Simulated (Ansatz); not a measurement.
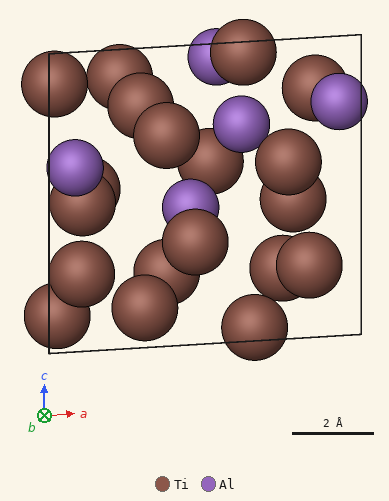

Starting frame of a dynamics run of an amorphous cell of composition Ti$_{19}$Al$_{5}$ (24 atoms in the cell). A spheres-only model of the simulation cell, seen along the b axis.

The calculation used DFT PBE, scalar-relativistic, plane waves, PAW (Ansatz).

Input file:
```yaml
crystal:
  lattice:
    - [7.766553, -0.128644, 0.232017]
    - [-0.128644, 7.669709, 0.030364]
    - [0.232017, 0.030364, 7.436665]
  atoms:
    - { symbol: Ti, position: [0.8334236734, 0.3432222196, 0.2415766584] }
    - { symbol: Ti, position: [0.4683278273, 0.1733575374, 0.3420249062] }
    - { symbol: Ti, position: [0.8522749388, 0.9127739068, 0.8315886975] }
    - { symbol: Ti, position: [0.3764138275, 0.2499798872, 0.7033893449] }
    - { symbol: Ti, position: [0.0262361065, 0.6846642673, 0.1244648719] }
    - { symbol: Ti, position: [0.1047411749, 0.0834993569, 0.2582872818] }
    - { symbol: Ti, position: [0.6221745009, 0.2176591064, 0.9653800917] }
    - { symbol: Ti, position: [0.3068723505, 0.4141729391, 0.1327482397] }
    - { symbol: Ti, position: [0.0177019922, 0.2902238971, 0.8979749448] }
    - { symbol: Ti, position: [0.7816746073, 0.6446684719, 0.4657141527] }
    - { symbol: Ti, position: [0.1221355946, 0.8022061426, 0.5407772387] }
    - { symbol: Ti, position: [0.5166449889, 0.8836084971, 0.608504164] }
    - { symbol: Ti, position: [0.2262042236, 0.9630825222, 0.9066445501] }
    - { symbol: Ti, position: [0.3769395301, 0.7907039008, 0.247389843] }
    - { symbol: Ti, position: [0.7485828991, 0.9484992518, 0.2369998253] }
    - { symbol: Ti, position: [0.1074839218, 0.4252146514, 0.4956439678] }
    - { symbol: Ti, position: [0.7665754028, 0.2077832487, 0.5902559898] }
    - { symbol: Ti, position: [0.2935578767, 0.6028638672, 0.8075231138] }
    - { symbol: Ti, position: [0.6584111084, 0.6038519911, 0.0450842551] }
    - { symbol: Al, position: [0.4535789695, 0.5147041105, 0.4587470694] }
    - { symbol: Al, position: [0.9291086601, 0.5870167549, 0.7814543705] }
    - { symbol: Al, position: [0.0836618946, 0.1056156273, 0.6142616834] }
    - { symbol: Al, position: [0.6162441482, 0.495315244, 0.7258632058] }
    - { symbol: Al, position: [0.5355830286, 0.8931168521, 0.9555634995] }
  symmetry: { detect: false }
basis:
  ecutwfc: 320
  xc_grid: 1
kpoints:
  mp_grid: { grid: [1, 1, 1], shift: [0.25, 0.25, 0.25] }
hamiltonian:
  xc: pbe
scf:
  occupations: { method: fermi_dirac, width: 0.2163 }
  lower_state_search: "off"
  convergence: { dr2_threshold: 1.0e-05 }
output:
  forces: true
  stress: true
md:
  timestep: 3.0
  n_steps: 24
  ensemble: nvt_langevin
  friction: 0.03
  temperature: 2510.0
  initial_velocities: maxwell_boltzmann
  seed: 3858
```

Command:
```bash
ansatz run input.yaml --threads 2 --pin off --max-ram 5120MiB --backend cpu --events-out ev --progress --plain --runs-dir out
```

### Predict how the run goes.

The mean temperature in the second half is 2431 K (standard deviation 216 K). The potential energy is still drifting at the end, so the run hasn't reached equilibrium. The potential energy in the second half lies on average 108 meV per atom above the first frame. The mean pressure there is 1.9 GPa. Root-mean-square distances from the starting positions over the second half, with the common drift of all atoms taken out: Ti 0.40 Å, Al 0.33 Å. The run lasts only 72 fs, too short to tell vibration from diffusion.

Along the run:

```
time (fs)  potential energy (meV/atom)  T (K)  p (GPa)
      0.0                          0.0   2405      0.2
      6.0                          0.2   2240      0.1
     12.0                         30.2   2129      0.5
     18.0                         63.1   2062      1.1
     24.0                         65.1   2106      1.1
     30.0                         63.1   2685      1.6
     36.0                         71.4   2722      1.8
     42.0                         92.4   2389      1.9
     48.0                         95.4   2266      1.8
     54.0                         90.3   2275      1.5
     60.0                        105.7   2623      1.9
     66.0                        138.9   2397      2.2
     72.0                        164.5   2056      2.2
```

The paths of the atoms:

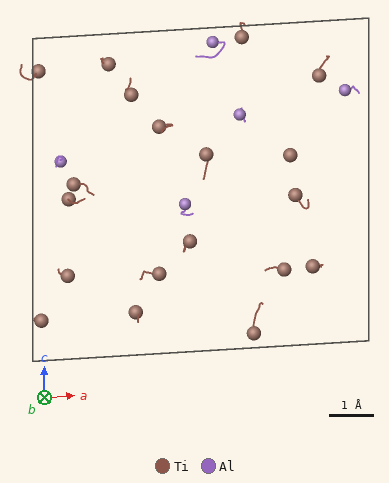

Limits of the set-up: the k-point mesh is coarse for a cell with partly filled bands; the cutoff lies below the recommended one; the periodic images lie only 7.4 Å apart, so the values are limited by the cell's size.

The run took 3.3 min on 2 threads of Intel(R) Xeon(R) Processor @ 2.50GHz (Skylake/Cascade Lake), with other jobs on the host, peak memory 0.6 GiB.
